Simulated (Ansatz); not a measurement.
# BGeC (quartet): one geometry, many settings at a displaced geometry (v2)

What do other methods and options give for BGeC (quartet) at this geometry, and how long do they take?

Program: Ansatz 0.2.0, Gaussian basis. Level of theory: the settings change from run to run. These are calculated values, not measurements.

26 further runs of the same task are left out: 12 that didn't finish, 14 set aside as unsound or not needed. Runs told in other sessions of the task aren't counted.

## Step 1: The system

The geometry is a PBE0/def2-TZVP stationary point (not a proven minimum) with its atoms shifted at random (size 0.100 Å). No spin-orbit coupling is included. The filled d shell of Ge may be among the frozen orbitals whatever the setting's name suggests.

3 atoms, charge 0, spin multiplicity 4.

Atoms are counted from 1 here; the program's logs count them from 0.

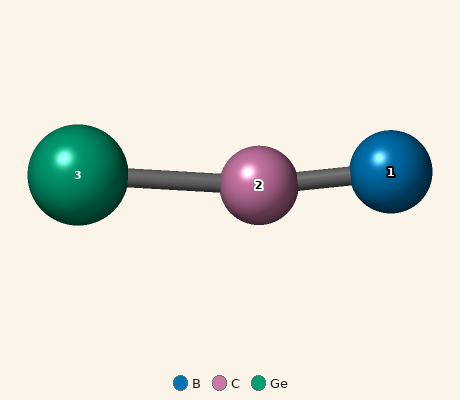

The structure; boron blue, carbon pink, germanium teal; atoms are numbered from 1 in the order of the file.

## Step 2: CCSD on ROHF/def2-SVP

File in.yaml:

```yaml
crystal:
  periodic: [false, false, false]
  atoms:
    - {symbol: B, position_ang: [0.084376, 0.005225, 1.559298]}
    - {symbol: C, position_ang: [-0.080498, 0.013599, 0.173691]}
    - {symbol: Ge, position_ang: [-0.003878, -0.018825, -1.732989]}
basis:
  gaussian: {orbitals: def2-SVP}
magnetization: {spin_polarized: false, initial_magnetization: 3}
correlation: {method: ccsd, electrons: valence}
scf: {lower_state_search: full}
output: {forces: true}
```

On the command line:

```console
> ansatz run in.yaml --threads 1 --pin off --events-out ev --progress --plain --max-ram 2393MiB
```

Log (excerpt; [...] marks lines left out):

```text
Functional definition: HF
  name "HF"
  cite "Fock, Z. Phys. 61, 126 (1930) doi:10.1007/BF01340294"
  parent pbe
[...]
606 factors; integrals over basis functions are off by at most 1.1e-3 eV
[...]
mean field -58161.79489253 eV, -2137.4065388201 hartree, gradient 1.2e-8 eV, S^2 3.750000; 26 other end points of the search recorded, 0 dependent functions left out
[...]
determinant -58161.79489253 eV, -2137.4065388201 hartree, with singles and doubles -58171.57540761 eV, -2137.7659661195 hartree
determinant -58161.77708466 eV, -2137.4058843928 hartree, with singles and doubles -58171.56162218 eV, -2137.7654595144 hartree
determinant -58161.47764908 eV, -2137.3948803384 hartree, with singles and doubles -58171.38717196 eV, -2137.7590485871 hartree
determinant -58161.47548455 eV, -2137.3948007931 hartree, with singles and doubles -58171.38273602 eV, -2137.7588855692 hartree
determinant -58160.33189641 eV, -2137.3527747043 hartree, with singles and doubles -58169.91884642 eV, -2137.7050886188 hartree
determinant -58160.33002501 eV, -2137.3527059315 hartree, with singles and doubles -58169.91919685 eV, -2137.7051014970 hartree
determinant -58160.29637073 eV, -2137.3514691594 hartree, with singles and doubles -58170.00095129 eV, -2137.7081059171 hartree
determinant -58159.43605820 eV, -2137.3198532574 hartree, with singles and doubles -58169.96754958 eV, -2137.7068784268 hartree
determinant -58159.43018335 eV, -2137.3196373605 hartree, with singles and doubles -58169.95102312 eV, -2137.7062710908 hartree
determinant -58161.79489253 eV, -2137.4065388201 hartree, with singles and doubles -58171.57701681 eV, -2137.7660252566 hartree
determinant -58161.77708466 eV, -2137.4058843928 hartree, with singles and doubles -58171.56328959 eV, -2137.7655207907 hartree
determinant -58161.47764908 eV, -2137.3948803384 hartree, with singles and doubles -58171.38837053 eV, -2137.7590926339 hartree
determinant -58161.47548455 eV, -2137.3948007931 hartree, with singles and doubles -58171.38372241 eV, -2137.7589218186 hartree
11 core orbitals not correlated: weight in the atoms' cores, before any rotation towards them, 1.000 or more for the frozen orbitals, at most 0.000 for the correlated occupied ones
reference -58161.79489253 eV, -2137.4065388201 hartree; 12, 9 occupied and 37, 40 virtual orbitals, 606 factors
second order -9.14944009 eV of doubles, -0.09071135 eV of singles
cycle   1  -9.78212031 eV  change    4.0e-6 eV  update   4.4e-6
[...]
cycle   6  -9.78212119 eV  change  -7.5e-10 eV  update   4.3e-9
[...]
Total energy: -58171.57701372 eV, -2137.7660251431 hartree
Atom 0 at     0.084376     0.005225     1.559298 Å, force     0.002053     0.005798     0.544836 eV/Å
Atom 1 at    -0.080498     0.013599     0.173691 Å, force     0.037573    -0.009867    -0.395678 eV/Å
Atom 2 at    -0.003878    -0.018825    -1.732989 Å, force    -0.039626     0.004069    -0.149159 eV/Å
Dipole moment:     0.024836    -0.003302     0.026306 e Å
```

Run time: 55 s. Hardware: 1 thread of Arm Neoverse V2, shared host; peak memory 0.28 GiB.

From the report: correlation -9.7821 eV; T1 0.023; largest double amplitude 0.07.

## Step 3: MP2 on UHF/6-31G

File in.yaml:

```yaml
crystal:
  periodic: [false, false, false]
  atoms:
    - {symbol: B, position_ang: [0.084376, 0.005225, 1.559298]}
    - {symbol: C, position_ang: [-0.080498, 0.013599, 0.173691]}
    - {symbol: Ge, position_ang: [-0.003878, -0.018825, -1.732989]}
basis:
  gaussian: {orbitals: 6-31G, point_charges: [{charge: 0.50, position_ang: [3.442, -0.056, -0.009]}]}
magnetization: {spin_polarized: true, initial_magnetization: 3}
correlation: {method: mp2, electrons: all}
```

Same command.

Log (excerpt; [...] marks lines left out):

```text
Functional definition: HF
  name "HF"
  cite "Fock, Z. Phys. 61, 126 (1930) doi:10.1007/BF01340294"
  parent pbe
[...]
503 factors; integrals over basis functions are off by at most 4.7e-4 eV
[...]
mean field -58160.95644779 eV, -2137.3757265440 hartree, gradient 2.1e-6 eV, S^2 3.843471; 24 other end points of the search recorded, 0 dependent functions left out
reference -58160.95644779 eV, -2137.3757265440 hartree; 23, 20 occupied and 24, 27 virtual orbitals, 503 factors
second order -9.26512909 eV of doubles, -0.00000000 eV of singles
Total energy: -58170.22157687 eV, -2137.7162137578 hartree
```

Wall time 4.4 s (1 thread of Arm Neoverse V2, shared host).

From the report: ⟨S²⟩ of the determinant 3.843 (pure quartet: 3.75).

## Step 4: BCCD(T)/cc-pVDZ

File in.yaml:

```yaml
crystal:
  periodic: [false, false, false]
  atoms:
    - {symbol: B, position_ang: [0.084376, 0.005225, 1.559298]}
    - {symbol: C, position_ang: [-0.080498, 0.013599, 0.173691]}
    - {symbol: Ge, position_ang: [-0.003878, -0.018825, -1.732989]}
basis:
  gaussian: {orbitals: cc-pVDZ}
magnetization: {spin_polarized: true, initial_magnetization: 3}
hamiltonian: {xc: {name: PBE}}
correlation: {method: bccd_t, electrons: outside_noble_gas}
output: {forces: true}
```

The command is unchanged.

Log (excerpt; [...] marks lines left out):

```text
Functional definition: PBE
  name "PBE"
  cite "Perdew, Burke & Ernzerhof, Phys. Rev. Lett. 77, 3865 (1996) doi:10.1103/PhysRevLett.77.3865"
  parent pbe
[...]
597 factors; integrals over basis functions are off by at most 7.3e-4 eV
[...]
mean field -58212.92500485 eV, -2139.2855357904 hartree, gradient 2.0e-9 eV, S^2 3.760928; 11 other end points of the search recorded, 0 dependent functions left out
16 core orbitals not correlated: weight in the atoms' cores, before any rotation towards them, 0.999 or more for the frozen orbitals, at most 0.000 for the correlated occupied ones
reference -58168.81128944 eV, -2137.6643866504 hartree; 7, 4 occupied and 32, 35 virtual orbitals, 597 factors
second order -6.19152370 eV of doubles, -0.43419001 eV of singles
cycle   1  -6.70636976 eV  change   -8.4e-2 eV  update   9.2e-2
[...]
cycle   7  -7.03007366 eV  change   -2.0e-9 eV  update   2.1e-9
perturbative correction -0.33861310 eV, -0.0124438020 hartree
[...]
Total energy: -58176.17997619 eV, -2137.9351808941 hartree
Atom 0 at     0.084376     0.005225     1.559298 Å, force     0.118163    -0.001327     1.410875 eV/Å
Atom 1 at    -0.080498     0.013599     0.173691 Å, force    -0.106954     0.006642    -0.790708 eV/Å
Atom 2 at    -0.003878    -0.018825    -1.732989 Å, force    -0.011209    -0.005314    -0.620167 eV/Å
Dipole moment:     0.021214    -0.003090    -0.001593 e Å
```

Wall time 24 s (1 thread of Arm Neoverse V2, shared host).

From the report: ⟨S²⟩ of the determinant 3.761 (pure quartet: 3.75); correlation -7.3687 eV; largest double amplitude 0.06.

## Step 5: CCSDT(Q)/B on UHF/6-31G

File in.yaml:

```yaml
crystal:
  periodic: [false, false, false]
  atoms:
    - {symbol: B, position_ang: [0.084376, 0.005225, 1.559298]}
    - {symbol: C, position_ang: [-0.080498, 0.013599, 0.173691]}
    - {symbol: Ge, position_ang: [-0.003878, -0.018825, -1.732989]}
basis:
  gaussian: {orbitals: 6-31G}
magnetization: {spin_polarized: true, initial_magnetization: 3}
hamiltonian: {pseudopotentials: {relativity: none}}
correlation: {method: ccsdt_q_b, electrons: outside_noble_gas, diis_vectors: 2}
```

The command is unchanged.

Log (excerpt; [...] marks lines left out):

```text
Functional definition: HF
  name "HF"
  cite "Fock, Z. Phys. 61, 126 (1930) doi:10.1007/BF01340294"
  parent pbe
[...]
838 factors; integrals over basis functions are off by at most 1.3e-7 eV
[...]
mean field -58160.89756879 eV, -2137.3735627808 hartree, gradient 5.6e-10 eV, S^2 3.791730; 24 other end points of the search recorded, 0 dependent functions left out
determinant -58160.89756879 eV, -2137.3735627808 hartree, with singles and doubles -58165.13467171 eV, -2137.5292734411 hartree
determinant -58160.88500626 eV, -2137.3731011162 hartree, with singles and doubles -58165.12513003 eV, -2137.5289227906 hartree
determinant -58160.80463280 eV, -2137.3701474460 hartree, with singles and doubles -58164.98124484 eV, -2137.5236351076 hartree
determinant -58160.79888764 eV, -2137.3699363155 hartree, with singles and doubles -58164.97416233 eV, -2137.5233748302 hartree
[...]
determinant -58160.88500626 eV, -2137.3731011162 hartree, with singles and doubles -58165.12966666 eV, -2137.5290895090 hartree
determinant -58160.80463280 eV, -2137.3701474460 hartree, with singles and doubles -58164.98690664 eV, -2137.5238431749 hartree
determinant -58160.79888764 eV, -2137.3699363155 hartree, with singles and doubles -58164.97962247 eV, -2137.5235754865 hartree
16 core orbitals not correlated: weight in the atoms' cores, before any rotation towards them, 0.997 or more for the frozen orbitals, at most 0.001 for the correlated occupied ones
reference -58160.89756879 eV, -2137.3735627808 hartree; 7, 4 occupied and 24, 27 virtual orbitals, 838 factors
second order -3.54150183 eV of doubles, -0.00000000 eV of singles
cycle   1  -3.88245043 eV  change   -3.4e-1 eV  update   9.4e-2
[...]
cycle 119  -4.54709523 eV  change    1.9e-7 eV  update   2.7e-7
perturbative correction -0.05348930 eV, -0.0019656957 hartree
WARN: these amplitudes may be one of several solutions (largest doubles amplitude 0.53, level shift 0.00 eV)
Total energy: -58165.49815333 eV, -2137.5426311442 hartree
```

Wall time 54 s (1 thread of Arm Neoverse V2, shared host); peak memory 0.33 GiB.

From the report: ⟨S²⟩ of the determinant 3.792 (pure quartet: 3.75); correlation -4.6006 eV; T1 0.035; largest double amplitude 0.53. The report flags that the cluster equations may have other roots.

## Step 6: All runs side by side

 † marks a result that the program doubts.

| level | correlated | functions | energy (eV) | time |
| --- | --- | --- | --- | --- |
| CCSD on ROHF/def2-SVP | valence | 60 | -58171.5770 | 55 s |
| MP2 on UHF/6-31G (beside a point charge) | all | 47 | -58170.2216 | 4.4 s |
| BCCD(T)/cc-pVDZ (on PBE orbitals) | outside noble gas | 55 | -58176.1800 | 24 s |
| CCSDT(Q)/B on UHF/6-31G † | outside noble gas | 47 | -58165.4982 | 54 s |

## Step 7: Summary of results

| quantity | value |
| --- | --- |
| runs | 4 |
| quickest | MP2 on UHF/6-31G (beside a point charge), 4.4 s |
| slowest | CCSD on ROHF/def2-SVP, 55 s |

**Reading.** Total energies in different bases, with other cores or another treatment of relativity can't be set against each other. «valence» and «outside noble gas» are the program's key words; the logs give how many orbitals each freezes, and for Ga to Kr the 3d shell needn't follow the word's plain sense. CCSD on ROHF/def2-SVP took 12 times as long as MP2 on UHF/6-31G (beside a point charge); the jobs differ in more than the method.
